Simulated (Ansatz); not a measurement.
HfNH4F3: geometry relaxation (part 2 of 2)

The same run, continued: HfNH4F3; RKS PBE-D4/def2-SVP (Ansatz 0.2.0). The input holds or restrains some coordinates. It belongs to a series of runs on one base structure; here: pulled along the bonds that form and break, towards end B.

Geometry of the input (Å):
```
Hf 0.0000  0.0000  0.0000
N  0.0000  0.0000  2.5600
H  -0.8770  -0.2713  3.0900
H  0.8770  0.2713  3.0900
F  1.8671  0.0000  -0.6593
F  -0.9326  1.6157  -0.6593
F  -0.9326  -1.6157  -0.6593
H  -2.0403  0.0065  0.6779
H  -1.5581  0.0050  1.7349
```

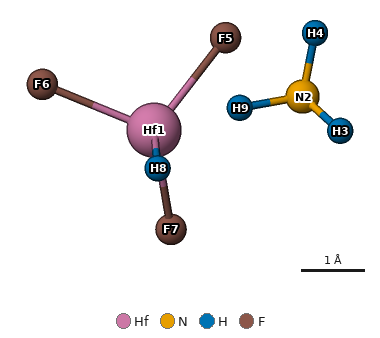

Fig. 1: The geometry at step 9 of the log (ball-and-stick view, seen at a tilt; atoms are numbered from 1 in the order of the input).

## Trajectory as extended XYZ, continued
```
9
Properties=species:S:1:pos:R:3:forces:R:3 step=2 energy=-10999.11280
Hf   -0.0543   -0.0009   -0.1220   -0.5249  -0.2200   3.2262
N    -0.0765    0.0078    2.6293    1.9424   0.4061  -4.1190
H    -0.8875   -0.2780    3.1131   -0.4551  -1.0927   2.5085
H     0.8576    0.2674    3.0898   -2.1104  -0.1202  -0.3263
F     1.8553    0.0002   -0.6563   -1.0361   0.0129   0.3165
F    -0.9300    1.6149   -0.6628    0.5551  -0.0080  -0.5174
F    -0.9299   -1.6147   -0.6633    0.5808   0.0353  -0.6158
H    -2.0201    0.0050    0.5842    0.6244  -0.1474   2.6724
H    -1.4111    0.0099    1.8628    0.4238   1.1341  -3.1451
9
Properties=species:S:1:pos:R:3:forces:R:3 step=3 energy=-10998.53794
Hf   -0.1168   -0.0049   -0.2408    0.0174  -0.1348   3.0001
N    -0.1375    0.0185    2.6988    1.1953   0.6320  -4.5559
H    -0.9102   -0.3056    3.1686   -1.2165  -2.0176   3.9842
H     0.8267    0.2687    3.0863   -2.1964   0.0353  -0.4248
F     1.8411    0.0003   -0.6532   -0.9724   0.0154   0.4233
F    -0.9273    1.6278   -0.6786    0.1524   1.1020  -1.0824
F    -0.9274   -1.6288   -0.6817    0.0844  -1.2121  -1.2232
H    -1.9929    0.0014    0.5025    0.5633  -0.0657   1.8107
H    -1.2523    0.0341    1.9731    2.3726   1.6456  -1.9320
9
Properties=species:S:1:pos:R:3:forces:R:3 step=4 energy=-10999.25877
Hf   -0.1817   -0.0104   -0.3688    0.8121   0.0245   1.8609
N    -0.1799    0.0445    2.7603   -3.2179  -0.9223  -2.4477
H    -0.9531   -0.3710    3.2811    1.3645  -0.8900   2.2989
H     0.7753    0.2731    3.0712   -0.9996   0.2602  -0.2196
F     1.8194    0.0004   -0.6405   -1.1786   0.0119   0.6276
F    -0.9250    1.6649   -0.7137   -0.0871   1.4768  -1.2151
F    -0.9289   -1.6702   -0.7213   -0.2332  -1.7251  -1.3551
H    -1.9427   -0.0039    0.4583    0.5187  -0.0006   1.3253
H    -1.0800    0.0840    2.0482    3.0211   1.7645  -0.8751
9
Properties=species:S:1:pos:R:3:forces:R:3 step=5 energy=-11000.51578
Hf   -0.2671   -0.0242   -0.5065    1.0371   0.0884   0.6298
N    -0.2871    0.0478    2.8607    2.4053   1.5242  -2.1552
H    -0.8654   -0.4590    3.4092   -1.5121  -2.6874   3.4190
H     0.7033    0.2744    3.0768   -1.3126  -0.0126  -0.4068
F     1.7473   -0.0002   -0.5678   -1.4162  -0.0112   0.6448
F    -0.9047    1.7335   -0.8285   -0.0015   0.5179  -0.9063
F    -0.9242   -1.7569   -0.8500   -0.1358  -0.7890  -1.0162
H    -1.8621   -0.0134    0.4805    0.4285   0.0579   1.0080
H    -0.9366    0.2096    2.1005    0.5073   1.3118  -1.2172
9
Properties=species:S:1:pos:R:3:forces:R:3 step=6 energy=-11001.45434
Hf   -0.3237   -0.0433   -0.5403    0.7686  -0.0023   0.5522
N    -0.2529   -0.0209    2.8725    0.5999   1.0337  -2.7711
H    -0.8083   -0.5657    3.4595   -0.5748  -1.4758   1.8733
H     0.6862    0.3286    3.1294   -1.0993   0.0641  -0.0785
F     1.6652   -0.0091   -0.4332   -1.2747   0.0061   0.4347
F    -0.9019    1.7213   -1.0204    0.1000  -0.1661  -0.6391
F    -0.9224   -1.7842   -1.0429   -0.0163   0.0040  -0.6699
H    -1.8061    0.0118    0.5756    0.3220   0.0680   0.6587
H    -0.9327    0.3731    2.1748    1.1746   0.4682   0.6396
9
Properties=species:S:1:pos:R:3:forces:R:3 step=7 energy=-11002.00769
Hf   -0.3590   -0.0601   -0.5701    0.3562   0.0030   0.6952
N    -0.2151   -0.1150    2.8242   -0.6651   1.7610  -2.5757
H    -0.7665   -0.6458    3.4871    0.1646  -0.1716   0.6544
H     0.6388    0.3854    3.1575   -1.0626  -0.3496   0.2028
F     1.5931   -0.0145   -0.3288   -0.9814   0.0138   0.2335
F    -0.8900    1.6945   -1.1699    0.1313  -0.4753  -0.4130
F    -0.9245   -1.7896   -1.1862    0.0467   0.3256  -0.4241
H    -1.7424    0.0237    0.6722    0.2632   0.0898   0.1511
H    -0.9308    0.5329    2.2890    1.7472  -1.1967   1.4758
9
Properties=species:S:1:pos:R:3:forces:R:3 step=8 energy=-11002.43713
Hf   -0.4059   -0.0789   -0.5908    0.3590   0.1975   0.7478
N    -0.1860   -0.1059    2.7969   -0.3795   1.2021  -1.1614
H    -0.6606   -0.7227    3.4627    0.1856   0.0682   0.2646
H     0.5713    0.4632    3.2310   -0.6300  -0.4546   0.0687
F     1.5029   -0.0411   -0.1926   -0.7464   0.0035  -0.0456
F    -0.8635    1.6314   -1.3542    0.1061  -0.5107  -0.1775
F    -0.9547   -1.7514   -1.3632    0.0439   0.2904  -0.1819
H    -1.6657    0.0638    0.7706    0.0356   0.0303  -0.2685
H    -0.9344    0.5531    2.4145    1.0258  -0.8267   0.7539
9
Properties=species:S:1:pos:R:3:forces:R:3 step=9 energy=-11002.58182
Hf   -0.4531   -0.0531   -0.5647    0.2993   0.1817   0.2783
N    -0.1571   -0.1923    2.8162   -0.3922   0.5240  -0.5242
H    -0.5934   -0.6763    3.6217    0.1990   0.2132  -0.2447
H     0.5957    0.4303    3.1730   -0.4480  -0.2811  -0.0610
F     1.4105    0.0447   -0.0620   -0.4160   0.0105  -0.0228
F    -0.8102    1.5680   -1.5356    0.0566  -0.4578  -0.0190
F    -0.9287   -1.7179   -1.3960    0.0280   0.2182  -0.0505
H    -1.7518    0.1924    0.7345   -0.0097   0.0701  -0.0461
H    -0.9084    0.4158    2.3877    0.6831  -0.4787   0.6901
9
Properties=species:S:1:pos:R:3:forces:R:3 step=10 energy=-11002.66855
Hf   -0.4453   -0.0414   -0.5539    0.0403   0.1627   0.2393
N    -0.1581   -0.2244    2.8264   -0.4216   0.3397  -0.4823
H    -0.5610   -0.7373    3.6270    0.1096   0.0912  -0.1342
H     0.5668    0.4082    3.2013   -0.1296  -0.1255   0.0020
F     1.4006    0.1235   -0.0486   -0.0717   0.0170   0.0066
F    -0.8249    1.4444   -1.6913    0.0584  -0.1535  -0.0398
F    -0.9468   -1.6858   -1.3979    0.0168  -0.0210   0.0376
H    -1.7011    0.3372    0.7557   -0.0871   0.0579  -0.0855
H    -0.9266    0.3872    2.4563    0.4850  -0.3685   0.4563
9
Properties=species:S:1:pos:R:3:forces:R:3 step=11 energy=-11002.73389
Hf   -0.4418    0.0156   -0.5562    0.0277   0.0490   0.2698
N    -0.1685   -0.2758    2.8148   -0.4418   0.3039  -0.5641
H    -0.5716   -0.8393    3.5773    0.0637   0.0384  -0.0651
H     0.5516    0.3292    3.2336   -0.0285  -0.0580   0.0182
F     1.3973    0.2623   -0.0715   -0.0261   0.0250  -0.0054
F    -0.8428    1.3485   -1.8643    0.0383  -0.1349  -0.0047
F    -0.9464   -1.7175   -1.2032    0.0310   0.0313   0.0686
H    -1.6423    0.5278    0.7603   -0.1005   0.1047  -0.1207
H    -0.9321    0.3607    2.4840    0.4362  -0.3594   0.4035
9
Properties=species:S:1:pos:R:3:forces:R:3 step=12 energy=-11002.78151
Hf   -0.4403    0.0773   -0.5591   -0.0463  -0.3033   0.1248
N    -0.1878   -0.3241    2.8037   -0.4613   0.3319  -0.6555
H    -0.5811   -0.9302    3.5359    0.0365   0.0156  -0.0342
H     0.5418    0.2523    3.2428   -0.0175  -0.0230   0.0286
F     1.3965    0.3865   -0.1045   -0.0849   0.0174  -0.0281
F    -0.8531    1.2546   -2.0179    0.0519  -0.2443   0.2186
F    -0.9396   -1.7364   -1.0074    0.1333   0.4579   0.1517
H    -1.5818    0.6998    0.7705   -0.0767   0.1317  -0.2101
H    -0.9510    0.3317    2.5110    0.4650  -0.3838   0.4041
9
Properties=species:S:1:pos:R:3:forces:R:3 step=13 energy=-11002.81851
Hf   -0.4244    0.1246   -0.5600    0.0475  -0.2020   0.4519
N    -0.2114   -0.3686    2.7871   -0.3487   0.4135  -0.6365
H    -0.6473   -0.9979    3.4742    0.0207   0.0299  -0.0465
H     0.5242    0.1583    3.2786   -0.0634  -0.0498  -0.0055
F     1.4150    0.4875   -0.1752    0.0205   0.0246  -0.0238
F    -0.9147    1.1416   -2.1023   -0.0001  -0.0536   0.0309
F    -0.9175   -1.7128   -0.8103    0.0254   0.1017   0.0186
H    -1.4825    0.8486    0.7823   -0.1290   0.1648  -0.2116
H    -0.9379    0.3302    2.5004    0.4270  -0.4291   0.4225
9
Properties=species:S:1:pos:R:3:forces:R:3 step=14 energy=-11002.80978 accepted=F
Hf   -0.4084    0.1444   -0.5551    0.1037  -0.1016   0.2939
N    -0.1953   -0.3662    2.7895   -0.2034   0.3261   0.0572
H    -0.7374   -1.0792    3.3325    0.3725   0.6042  -0.3728
H     0.4788    0.0865    3.4525   -0.5308  -0.3866  -0.4857
F     1.4477    0.5563   -0.2888   -0.1436  -0.0268  -0.0349
F    -0.9960    1.0479   -2.1419    0.0770  -0.1332   0.2182
F    -0.9005   -1.7074   -0.6871    0.0479   0.1559   0.0311
H    -1.4177    0.9465    0.7865   -0.0964   0.1248  -0.2148
H    -0.8676    0.3827    2.4867    0.3729  -0.5628   0.5078
9
Properties=species:S:1:pos:R:3:forces:R:3 step=15 energy=-11002.82283
Hf   -0.4113    0.1371   -0.5601    0.1818  -0.2243   0.5119
N    -0.2127   -0.3623    2.7876   -0.2639   0.3466  -0.4113
H    -0.6840   -1.0452    3.4034    0.1100   0.1673  -0.1349
H     0.4897    0.1344    3.3616   -0.1839  -0.1429  -0.1198
F     1.4434    0.5162   -0.2602   -0.0404   0.0031  -0.0169
F    -0.9575    1.0945   -2.1165   -0.0347   0.0136  -0.0473
F    -0.9125   -1.7042   -0.7454    0.0153   0.0512   0.0130
H    -1.4224    0.8927    0.7949   -0.1706   0.2032  -0.1962
H    -0.9291    0.3484    2.5094    0.3864  -0.4179   0.4016
9
Properties=species:S:1:pos:R:3:forces:R:3 step=16 energy=-11002.83134
Hf   -0.3905    0.1554   -0.5516    0.0719  -0.1624   0.4244
N    -0.2317   -0.3917    2.7911   -0.2784   0.4068  -0.6631
H    -0.7340   -1.0599    3.3898    0.0192   0.0182  -0.0309
H     0.4717    0.0765    3.3779   -0.0447  -0.0255  -0.0049
F     1.4655    0.5769   -0.3351    0.0004  -0.0118   0.0211
F    -1.0059    1.0330   -2.1311   -0.0047  -0.0083   0.0098
F    -0.8849   -1.6923   -0.6621    0.0145   0.0164   0.0105
H    -1.3675    0.9721    0.7965   -0.1387   0.1770  -0.1835
H    -0.9193    0.3414    2.4995    0.3604  -0.4104   0.4166
```

## Results in brief

- outcome: converged under the restraints of the input
- total energy: −11002.8314 eV
- mean-field energy: −11002.7116 eV
- largest force (length of the vector) at the end, held atoms and coordinates included: 0.826 eV/Å
- hardware: 2 threads of Arm Neoverse V1, 24 GiB of memory available, shared host
- wall time: 43 s (CPU time 84 s)
- peak memory: 0.2 GiB
